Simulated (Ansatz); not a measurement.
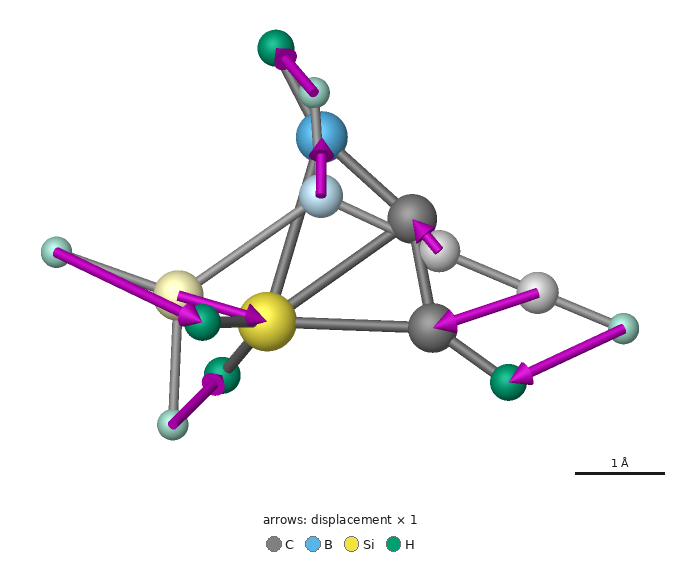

This is a relaxation of C2H4BSi (charge +1). The starting structure is drawn faded, the final one solid; purple arrows show the displacements, at their true length. The two geometries are superimposed by the best rigid fit.

Style: ball-and-stick. Shown face on.

Theory: Ansatz 0.2.0, RKS PBE0-D4/def2-TZVP.

The input:
```yaml
crystal:
  periodic: [false, false, false]
  atoms:
    - {symbol: C, position_ang: [0.070890, 1.901130, -1.415850]}
    - {symbol: C, position_ang: [0.043760, 1.161510, -0.453920]}
    - {symbol: B, position_ang: [0.012740, 0.302470, 0.752780]}
    - {symbol: Si, position_ang: [-0.063730, -1.662790, 0.564310]}
    - {symbol: H, position_ang: [0.093190, 2.549020, -2.248690]}
    - {symbol: H, position_ang: [0.035320, 0.810800, 1.810340]}
    - {symbol: H, position_ang: [-0.115910, -2.437740, -0.681780]}
    - {symbol: H, position_ang: [-0.076260, -2.624400, 1.672800]}
basis:
  gaussian: {orbitals: def2-TZVP}
total_charge: 1
hamiltonian: {xc: pbe0, dispersion: d4}
relax: {f_tol: 0.005, max_steps: 200}
```

Launched with:
```bash
ansatz run in.yaml --threads 2 --pin off --events-out ev --progress --plain --max-ram 4352MiB
```

Q: What happened in the run?

A: The atom that moves furthest after the best rigid fit is H8 (2.28 Å). Largest moves by element: H 2.28 Å, C 1.28 Å, Si 1.06 Å, B 0.77 Å. Near-neighbour distances that change, for instance: C1–Si4 4.079 → 1.890 Å, C2–Si4 3.004 → 2.023 Å, B3–Si4 1.976 → 2.229 Å, C1–C2 1.214 → 1.299 Å. New bonds form, among them: C1–Si4 (4.08 → 1.89 Å). Among the angles between lasting bonds that change: C2–B3–Si4 120.0° → 62.8°, C2–C1–H5 179.7° → 137.5°, C2–B3–H6 118.8° → 159.9°. Over 28 accepted moves (30 points after the start) the energy falls by 1.115 eV. Largest force component: 1.3 eV/Å at the start, 0.0046 eV/Å at the end. The line search rejected the trial steps at points 3, 25 of the run. The run took 65 s on 2 threads of Intel Xeon Platinum 8488C, with other jobs on the host.
